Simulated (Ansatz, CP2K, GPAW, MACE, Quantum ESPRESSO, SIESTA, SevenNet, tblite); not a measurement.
## Random packing of Al85Si15 (at. %) (104 atoms): runs against a plane-wave reference

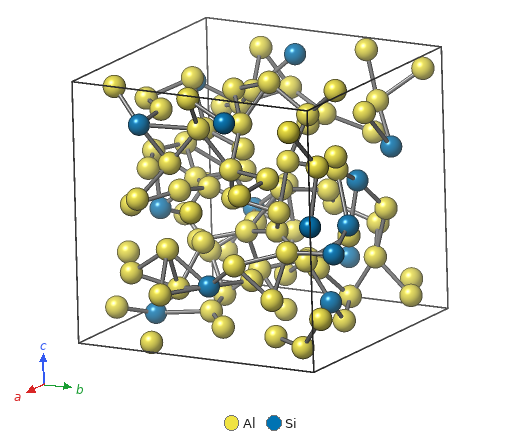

The cell (aluminium yellow, silicon blue). Bonds to atoms that aren't drawn are left out. Some periodic images of atoms are drawn too.

Density of this cell: 2.46 g/cm³. The cell holds 104 atoms: 88 Al and 16 Si. Cell: a = 12.404 Å, b = 12.404 Å, c = 12.404 Å, α = 90.0°, β = 90.0°, γ = 90.0°. 104 atoms (88 Al, 16 Si) packed at random in a cube at 2.46 g/cm³ and pushed apart as soft spheres; a start for melting by ab initio MD, not an equilibrated structure. Then every atom was moved at random, 0.03 Å r.m.s. a Cartesian component.

Geometry: as built.

The reference, a calculation:

| Quantity | Value |
| --- | --- |
| method | Kohn-Sham DFT, PBE, PAW, plane waves (Ansatz 0.2.0); cutoff 420 eV, Γ point, fermi-dirac smearing of 0.05 eV; PAW set soft_2 |
| r.m.s. force component | 1.426 eV/Å |
| longest force | 4.778 eV/Å |
| pressure | 14.21 GPa |
| SCF cycles | 9 |
| time | 18 s on 4 threads of Arm Neoverse V1, shared host |
| CPU time | 71 s |

Q: Estimate the differences from the reference, the CPU time and the memory of each run.
- GPAW PBE, LCAO sz(dzp), h 0.2 Å (GPAW 26.7.0; 1 thread)
- SevenNet l3i5 potential (SevenNet l3i5; 1 thread)
- GPAW PBE, LCAO dzp, h 0.22 Å (GPAW 26.7.0; 1 thread)
- SIESTA PBE, DZP, shift 0.01 Ry, mesh 300 Ry (SIESTA 5.4.2; 2 MPI ranks)
- MACE MP-0b3 medium potential (MACE MP-0b3 medium; 1 thread)
- CP2K PBE, DZVP-MOLOPT-SR, 244/50 Ry, diagonalisation (CP2K 2026.2; 2 threads)
- CP2K PBE, DZVP-MOLOPT-SR, 350/50 Ry, diagonalisation (CP2K 2026.2; 2 threads)
- MACE MPA-0 medium potential (MACE MPA-0 medium; 1 thread)
- CP2K PBE, DZVP-MOLOPT-SR, 122/50 Ry, diagonalisation (CP2K 2026.2; 2 threads)
- GPAW PBE, LCAO dzp, h 0.2 Å, other mixer settings (GPAW 26.7.0; 2 MPI ranks)

Differences are against the plane-wave reference, forces as r.m.s. over components; share is that over the reference's r.m.s. force, slope the least-squares factor from reference forces to these. Total energies of different programs have different zeros and aren't compared.

| run | Δ force, r.m.s. (meV/Å) | share (%) | slope | Δ pressure (GPa) | cores | CPU time | memory (GiB) |
| --- | --- | --- | --- | --- | --- | --- | --- |
| reference | - | - | - | - | 4 | 71 s | 2.0 |
| GPAW PBE, LCAO sz(dzp), h 0.2 Å (coarse) | 522 | 36.6 | 1.266 | - | 1 | 3.6 min | 2.0 |
| SevenNet l3i5 potential | 237 | 16.6 | 1.016 | 0.106 | 1 | 11 s | 1.4 |
| GPAW PBE, LCAO dzp, h 0.22 Å (coarse) | 76.1 | 5.34 | 1.049 | - | 1 | 17 min | 2.0 |
| SIESTA PBE, DZP, shift 0.01 Ry, mesh 300 Ry | 90.5 | 6.35 | 1.061 | 1.06 | 2 | 23 min | 3.4 |
| MACE MP-0b3 medium potential | 232 | 16.3 | 1.028 | 1.06 | 1 | 9.6 s | 1.0 |
| CP2K PBE, DZVP-MOLOPT-SR, 244/50 Ry, diagonalisation (coarse) | 22.7 | 1.59 | 0.990 | -0.398 | 2 | 5.3 min | 1.5 |
| CP2K PBE, DZVP-MOLOPT-SR, 350/50 Ry, diagonalisation | 22.7 | 1.59 | 0.990 | -0.398 | 2 | 6.4 min | 2.3 |
| MACE MPA-0 medium potential | 175 | 12.3 | 0.981 | 0.228 | 1 | 8.7 s | 1.0 |
| CP2K PBE, DZVP-MOLOPT-SR, 122/50 Ry, diagonalisation (coarse) | 22.7 | 1.59 | 0.990 | -0.398 | 2 | 5.8 min | 0.89 |
| GPAW PBE, LCAO dzp, h 0.2 Å, other mixer settings | 75.5 | 5.29 | 1.049 | - | 2 | 31 min | 3.0 |

Rows marked coarse were listed beforehand as settings not expected to be converged; some can still land near the reference.

Times of the machine-learned potentials are mostly Python's start and the loading of weights.

CPU time is summed over cores on a shared host, where runs went side by side, so it is rough. Symmetry, cutoffs, thresholds, outputs and thread counts weren't matched or tuned between programs; memory under MPI is the largest rank's times the ranks.

The PBE runs in local orbitals, coarse settings apart, differ by 1.6 % (CP2K PBE, DZVP-MOLOPT-SR, 350/50 Ry, diagonalisation) to 6.3 % (SIESTA PBE, DZP, shift 0.01 Ry, mesh 300 Ry); basis, grid and potentials can all enter. Machine-learned potentials differ by 12 % (MACE MPA-0 medium potential) to 17 % (SevenNet l3i5 potential); they were trained on other programs' data. Runs with settings chosen to be coarse differ by 1.6 % (CP2K PBE, DZVP-MOLOPT-SR, 122/50 Ry, diagonalisation) to 37 % (GPAW PBE, LCAO sz(dzp), h 0.2 Å), their programs' other errors included. None of the electronic-structure runs in the table takes under half the reference's CPU time of 71 s; they take 3.1 to 27 times as much. Machine-learned potentials mimic data converged in k, so the reference's own k-point error enters their differences. The electronic-structure runs sample only Γ, in a cell whose shortest periodic width is 12 Å, which is coarse for a cell with partly filled levels.

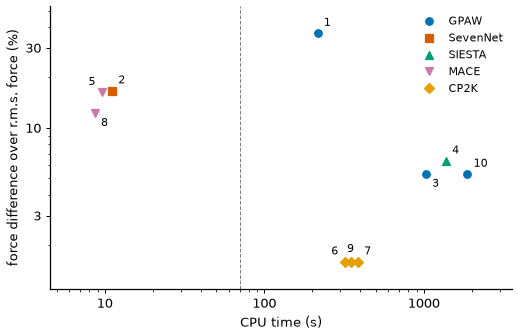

Force difference against CPU time; the dashed line marks the reference's time. Points: 1 GPAW PBE, LCAO sz(dzp), h 0.2 Å; 2 SevenNet l3i5 potential; 3 GPAW PBE, LCAO dzp, h 0.22 Å; 4 SIESTA PBE, DZP, shift 0.01 Ry, mesh 300 Ry; 5 MACE MP-0b3 medium potential; 6 CP2K PBE, DZVP-MOLOPT-SR, 244/50 Ry, diagonalisation; 7 CP2K PBE, DZVP-MOLOPT-SR, 350/50 Ry, diagonalisation; 8 MACE MPA-0 medium potential; 9 CP2K PBE, DZVP-MOLOPT-SR, 122/50 Ry, diagonalisation; 10 GPAW PBE, LCAO dzp, h 0.2 Å, other mixer settings.

[Hosts, paths, dates, database ids (printed as entryN), source tags and the programs' standing remarks are cut or masked in the printed files.]
